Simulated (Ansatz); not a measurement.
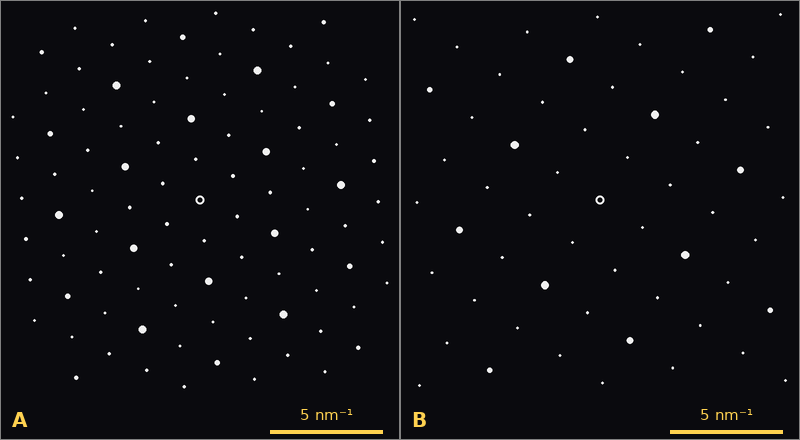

Kinematic electron diffraction patterns (120 kV, B = 0.5 Å², same scale, each along a low-index zone) of two structures of composition Zr3W, each relaxed at zero pressure with DFT PBE, scalar-relativistic, plane waves, PAW (Ansatz).

The structures (standard cells):
1. P6_3/mmc (No. 194), a = 6.273 Å, c = 4.962 Å (hexagonal axes), 8 atoms; generated start, possibly hypothetical
2. Pm-3m (No. 221), a = 4.379 Å, 4 atoms; generated start, possibly hypothetical

**Which pattern belongs to which structure, and along which zone?**

A is structure 1 along [001]: hexagonal net of 1 -1 0 at d = 5.43 Å and 1 0 0 at d = 5.43 Å, 60.0° apart (some points of this net are extinct or too weak to see). B is structure 2 along [001] or an equivalent direction: square net of 1 0 0 (weak) at d = 4.38 Å and 0 1 0 (weak) at d = 4.38 Å, 90.0° apart.

**Rank the structures by their computed energy.**

Structure 1 (P6_3/mmc, 21.14 Å³ an atom) is the lowest of these; structure 2 (Pm-3m, 20.99 Å³ an atom) lies about 21 meV an atom higher. These are static energies at 0 K; other structures, not shown, may lie lower still.
